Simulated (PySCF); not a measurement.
**Run report: C6H8S, NMR shielding calculation**

System: C6H8S, SMILES C#CCCC(C)=S.
Method: GIAO PBE0/pcSseg-1 NMR shielding, non-relativistic, gas phase (PySCF 2.14.0).

The geometry comes from this level: GFN2-xTB. Figures and captions count atoms from 1; the log counts them from 0 in places.

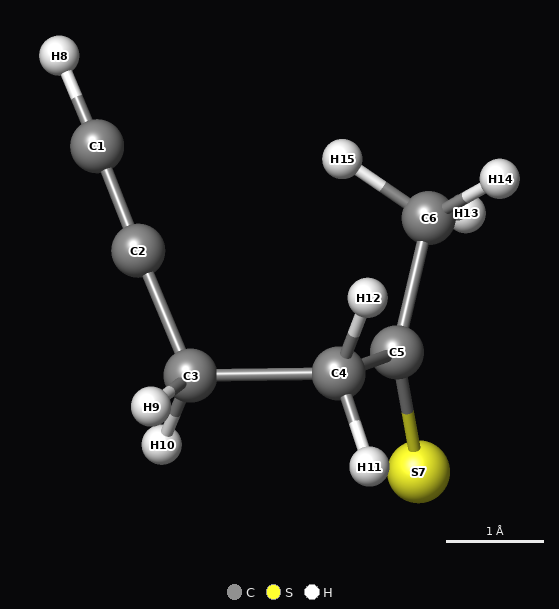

Figure 1. The structure (ball-and-stick view, seen at a tilt; atoms are numbered from 1 in the order of the input). Bond lengths as drawn: C–C 1.20 to 1.55 Å, C–H 1.05 to 1.09 Å and C–S 1.63 Å.

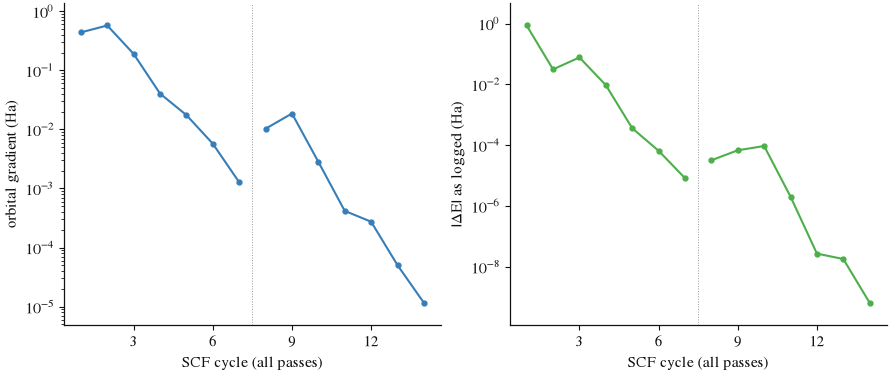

Figure 2. Convergence of the self-consistent field: orbital gradient and size of the energy change against the SCF cycle. The dotted line marks the change from a coarse to the final integration grid. The first 7 cycles use a coarse grid, the final grid takes over at cycle 8, and the field converges after 14 cycles in all.

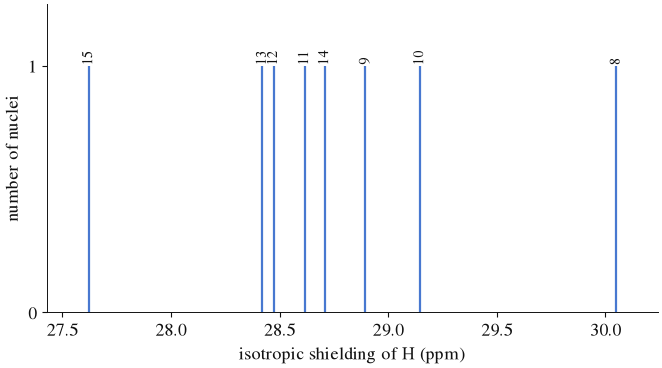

Figure 3. Isotropic shieldings of the hydrogen nuclei in this fixed geometry, labelled by atom number; shielding grows to the right, so chemical shift grows to the left. The least shielded is H15 (27.6 ppm), the most shielded H8 (30.0 ppm).

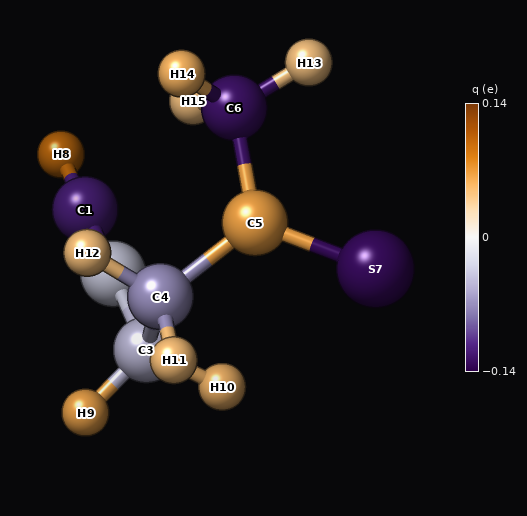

Figure 4. Hirshfeld charges, as the colour of each atom (ball-and-stick view, seen at a tilt; atoms are numbered from 1 in the order of the input). By element: C −0.12 to +0.07, S −0.13 and H +0.04 to +0.09 e.

These pictures come from the run below.

### The input
```
{"job": {"kind": "nmr", "xc": "PBE0", "basis": "pcSseg-1"}, "charge": 0, "multiplicity": 1}
C      1.646678     1.887269     0.670981
C      1.542958     0.770609     0.252142
C      1.392098    -0.568997    -0.271079
C     -0.021486    -0.815487    -0.844389
C     -1.034276    -0.837185     0.254958
C     -1.733981     0.436420     0.558707
S     -1.300001    -2.192500     1.112751
H      1.757100     2.860053     1.047549
H      2.126627    -0.719868    -1.066640
H      1.587596    -1.292802     0.525037
H     -0.011538    -1.784690    -1.346248
H     -0.255256    -0.032323    -1.568606
H     -2.406764     0.320266     1.404134
H     -2.301324     0.769692    -0.311532
H     -0.992844     1.207531     0.779230
```

The first line tells a small driver script what to run in PySCF; the rest is the geometry in Å.

Command:
```bash
OMP_NUM_THREADS=1 python <driver script> task.json out
```

### What the program printed
```
coarse grid: 13104 points
cycle   1  E = -630.9812490373  dE =  8.628e-01  |g| = 4.388e-01  |ddm| = 3.697e+00
cycle   2  E = -630.9501357661  dE =  3.111e-02  |g| = 5.744e-01  |ddm| = 1.152e+00
cycle   3  E = -631.0268800593  dE = -7.674e-02  |g| = 1.897e-01  |ddm| = 7.319e-01
cycle   4  E = -631.0363078420  dE = -9.428e-03  |g| = 4.040e-02  |ddm| = 2.356e-01
cycle   5  E = -631.0366682431  dE = -3.604e-04  |g| = 1.748e-02  |ddm| = 5.006e-02
cycle   6  E = -631.0367335770  dE = -6.533e-05  |g| = 5.727e-03  |ddm| = 1.603e-02
cycle   7  E = -631.0367418027  dE = -8.226e-06  |g| = 1.274e-03  |ddm| = 5.569e-03
final grid: 121976 points
cycle   8  E = -631.0833095078  dE = -3.182e-05  |g| = 1.027e-02  |ddm| = 4.509e-02
cycle   9  E = -631.0832418135  dE =  6.769e-05  |g| = 1.857e-02  |ddm| = 2.928e-02
cycle  10  E = -631.0833353480  dE = -9.353e-05  |g| = 2.827e-03  |ddm| = 2.222e-02
cycle  11  E = -631.0833373729  dE = -2.025e-06  |g| = 4.175e-04  |ddm| = 2.749e-03
cycle  12  E = -631.0833374000  dE = -2.707e-08  |g| = 2.736e-04  |ddm| = 5.128e-04
cycle  13  E = -631.0833374180  dE = -1.797e-08  |g| = 5.033e-05  |ddm| = 2.162e-04
cycle  14  E = -631.0833374186  dE = -6.514e-10  |g| = 1.160e-05  |ddm| = 6.469e-05
converged SCF energy = -631.0833374186

GIAO shielding tensors (ppm)
atom      isotropic    diamagn.    paramagn.     s11        s22        s33       span
  0 C      107.623     256.919    -149.296     36.288     40.920    245.662    209.374
  1 C       97.004     264.534    -167.530     -5.419      4.397    292.033    297.452
  2 C      159.780     247.625     -87.846    145.923    159.155    174.262     28.339
  3 C      132.741     249.750    -117.009    112.477    130.507    155.241     42.763
  4 C      -94.119     259.602    -353.720   -271.404   -157.243    146.291    417.696
  5 C      137.459     248.384    -110.925    111.776    121.579    179.023     67.248
  6 S     -464.851    1057.003   -1521.855  -1579.758   -389.508    574.712   2154.471
  7 H       30.049      33.822      -3.773     24.808     25.349     39.991     15.184
  8 H       28.895      27.298       1.597     23.521     28.066     35.098     11.577
  9 H       29.145      28.562       0.583     25.067     27.931     34.436      9.369
 10 H       28.615      31.049      -2.434     25.031     27.800     33.014      7.983
 11 H       28.472      31.623      -3.151     26.411     28.210     30.795      4.384
 12 H       28.421      29.774      -1.353     25.021     28.251     31.990      6.970
 13 H       28.707      29.218      -0.510     25.687     27.787     32.648      6.961
 14 H       27.621      30.559      -2.937     23.622     27.909     31.333      7.712
```

### Key numbers

```csv
quantity,value
outcome,converged
total energy,−631.083337 hartree
HOMO,−6.33 eV
LUMO,−1.98 eV
dipole moment,2.62 D
"isotropic shielding, C",−94.1 to 159.8 ppm
"isotropic shielding, S",−464.9 ppm
"isotropic shielding, H",27.6 to 30.0 ppm
hardware,"1 CPU thread, shared host"
wall time,35 s
peak memory,0.69 GiB
```
